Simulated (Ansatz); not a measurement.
System: H2Te.

```json
{"atom": "Te", "x (Å)": "-0.0554", "y (Å)": "-0.5415", "z (Å)": "-1.9617"}
{"atom": "H", "x (Å)": "0.7125", "y (Å)": "0.8791", "z (Å)": "-1.6025"}
{"atom": "H", "x (Å)": "-0.7283", "y (Å)": "0.1498", "z (Å)": "-3.3124"}
```

Geometry: PBE0-D4/def2-TZVP; core potentials replace the inner electrons of Te.

Method: Ansatz 0.2.0, RKS PBE0-D4/def2-TZVPPD.

### What can the converged electron density and electron localisation function tell about the bonding?

Te–H (1.65 Å): ρ at the midpoint is about 1.3 e/Å³; the ELF climbs to about 1 towards the hydrogen, as it does in any bond to H.

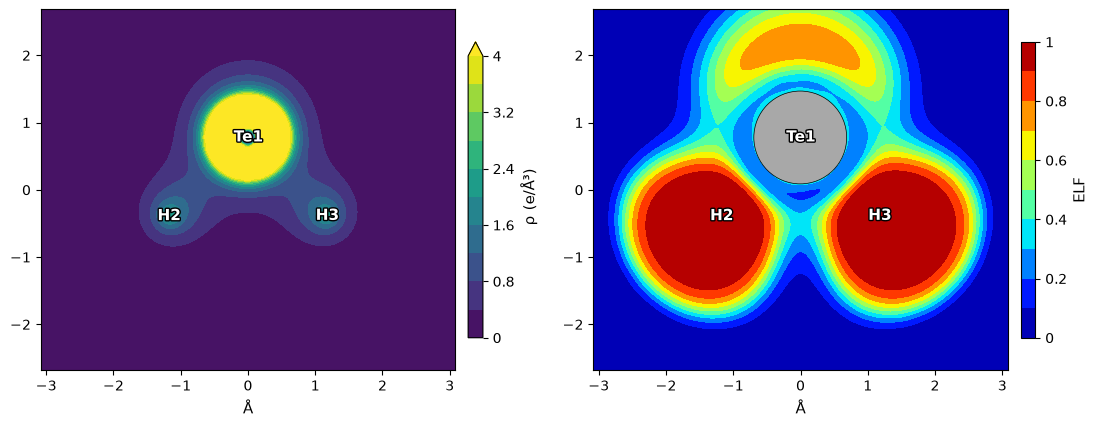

Computed electron density and electron localisation function on the molecular plane, in this order. Grey discs cover the atomic cores in the ELF map. 
